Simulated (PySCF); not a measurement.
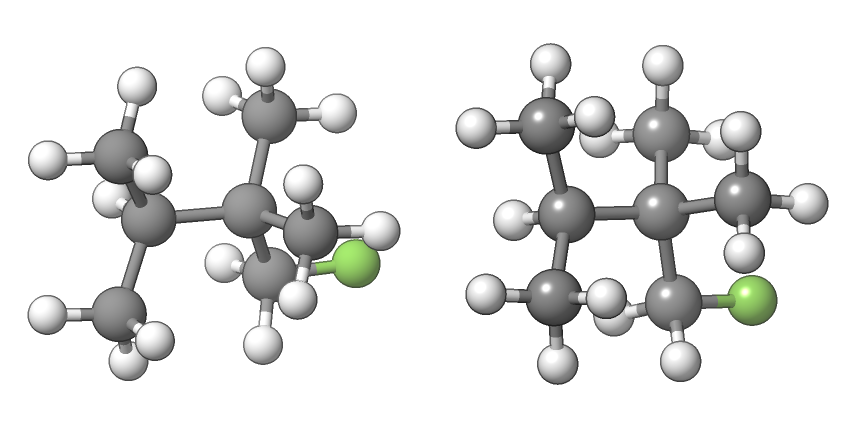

Two views of one molecule. Colours: carbon grey, fluorine green, hydrogen white.

What does the picture show?

It has 23 atoms: 7 carbon, 15 hydrogen and 1 fluorine (C7H15F). SMILES: `CC(C)C(C)(C)CF`. It has no ring. Among its groups: C–F bond. This geometry has C1 symmetry. Coordination: 7 C tetrahedral.

The parts below concern this one geometry. Atoms keep their numbers from picture to picture. The geometry was computed by an optimisation with PBE0-D3(BJ)/def2-SVP. No frequency run is at hand to confirm it as a minimum.

### Geometry

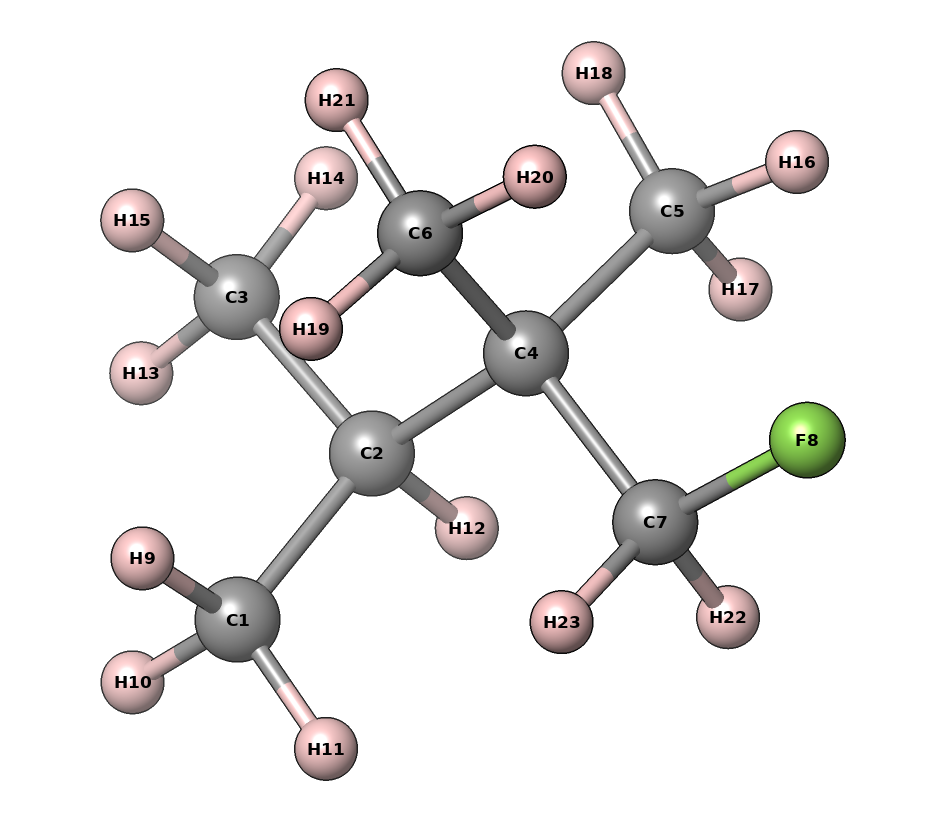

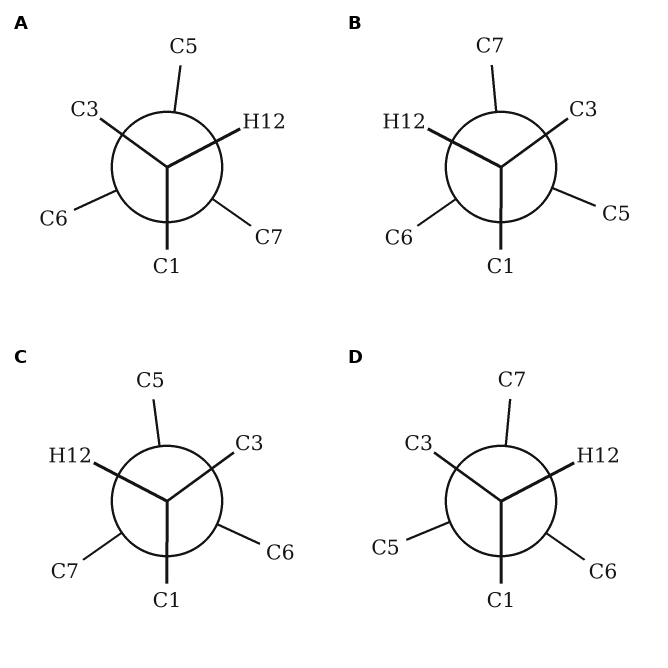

Depth is shown by fading: the farther an atom, the more it takes the colour of the background. Bonds that would overlap in a projection are set slightly apart. No frequency run is at hand to confirm it as a minimum.

Which Newman projection shows the view along C2–C4, with C2 in front?

C. The torsion angle C1–C2–C4–C5 is 172°, antiperiplanar (anti).

### Electronic properties

No frequency run is at hand to confirm it as a minimum. Method: PBE0/pcSseg-1, gas phase (PySCF 2.14.0).

What does the calculation give?

- dipole moment: 1.77 D
- HOMO energy (Kohn–Sham orbital): −8.65 eV
- LUMO energy (Kohn–Sham orbital): 1.27 eV
- HOMO–LUMO gap: 9.92 eV

### NMR shielding

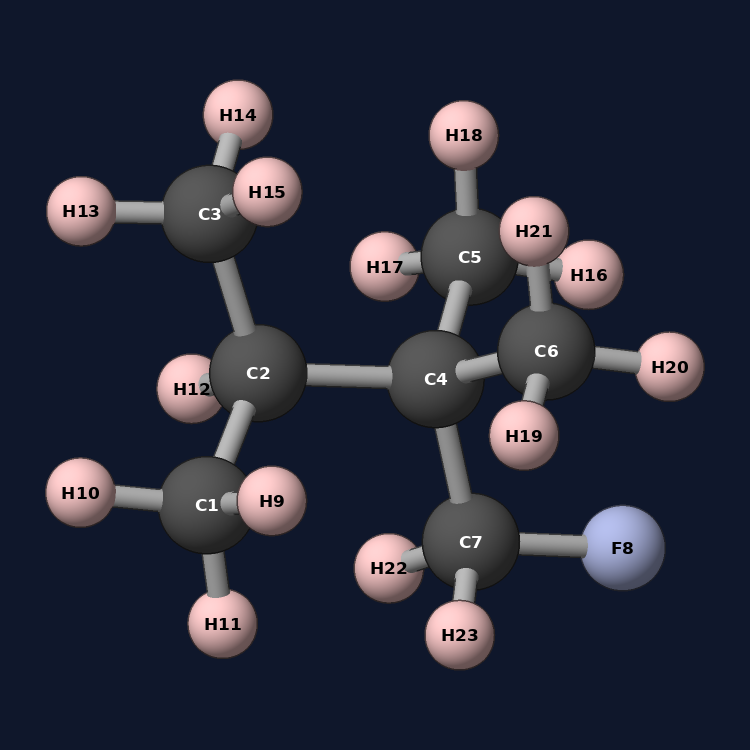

No frequency run is at hand to confirm it as a minimum. Level of theory: GIAO PBE0/pcSseg-1 NMR shielding, non-relativistic, gas phase (PySCF 2.14.0). Principal shieldings σ11 ≤ σ22 ≤ σ33, span Ω = σ33 − σ11, skew κ = 3(σiso − σ22)/Ω.

Which C atom has the most anisotropic shielding?

C7, with a span of 77 ppm.

Give the shielding tensors of the C atoms.

```
atom    σ11    σ22    σ33   σiso     Ω      κ
  C1  154.3  160.3  185.6  166.8  31.3   0.62
  C2  135.3  145.5  163.2  148.0  28.0   0.27
  C3  151.8  160.2  186.1  166.0  34.3   0.51
  C4  139.3  141.9  160.0  147.1  20.7   0.75
  C5  135.3  155.7  188.0  159.7  52.7   0.22
  C6  148.2  168.5  188.5  168.4  40.3  −0.01
  C7   59.1   81.8  135.8   92.2  76.7   0.41
```

Shieldings and span in ppm.

### Polarisability

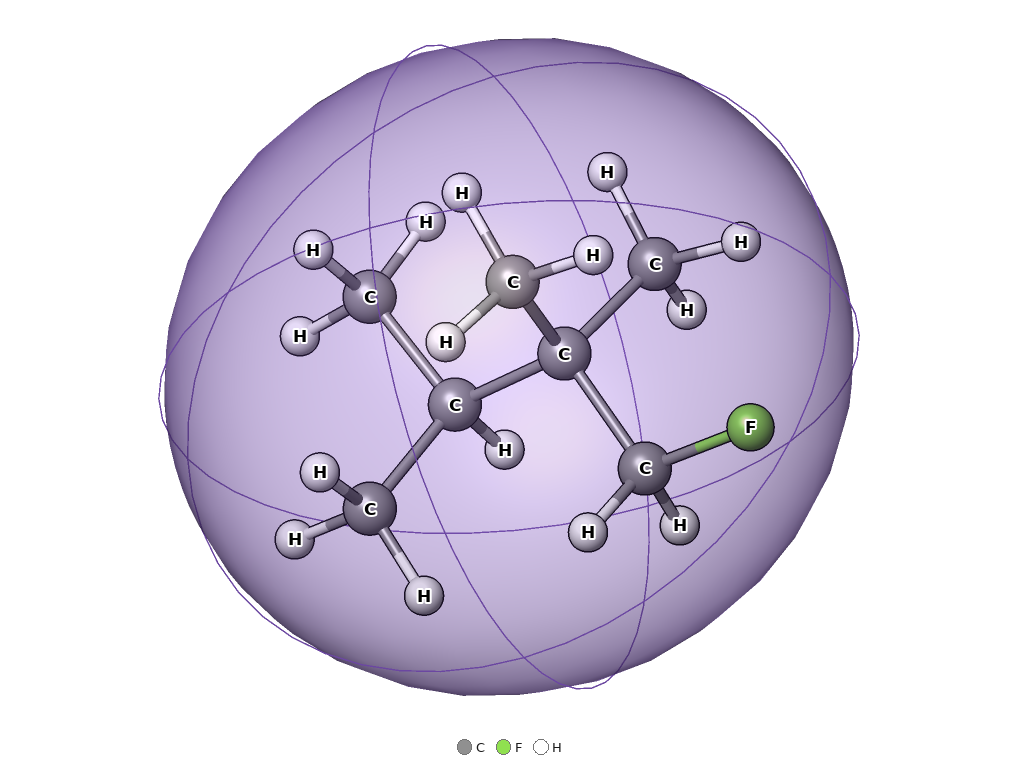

The ellipsoid shows the static dipole polarisability: its half-axes are proportional to the principal values. No frequency run is at hand to confirm it as a minimum. Method: B3LYP/def2-SVPD (PySCF 2.14.0).

Give the principal values, the mean and the anisotropy.

Principal values 82.0, 87.1, 92.4 bohr³; mean 87.2 bohr³ (12.91 Å³); anisotropy 9.1 bohr³, so the longest axis is 1.13 times the shortest.

### Excitation

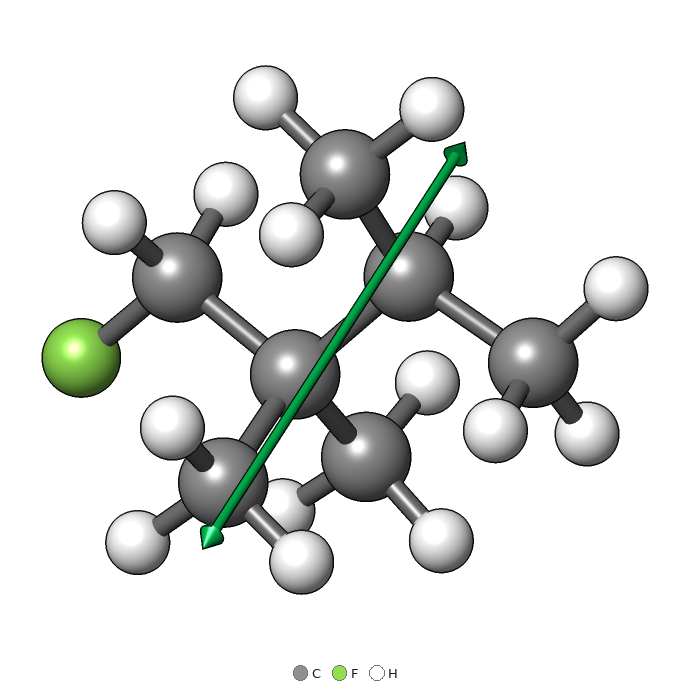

The double arrow shows the direction of the transition dipole to excited singlet state 9 (its length means nothing). No frequency run is at hand to confirm it as a minimum. Properties computed with TDDFT B3LYP/def2-SVPD, vertical, gas phase, core orbitals frozen in the response (PySCF 2.14.0).

Where does the transition lie, and how strong is it?

8.90 eV (139 nm), oscillator strength 0.037, mainly HOMO−1 → LUMO+2 (weight 0.74); transition dipole 1.05 D.
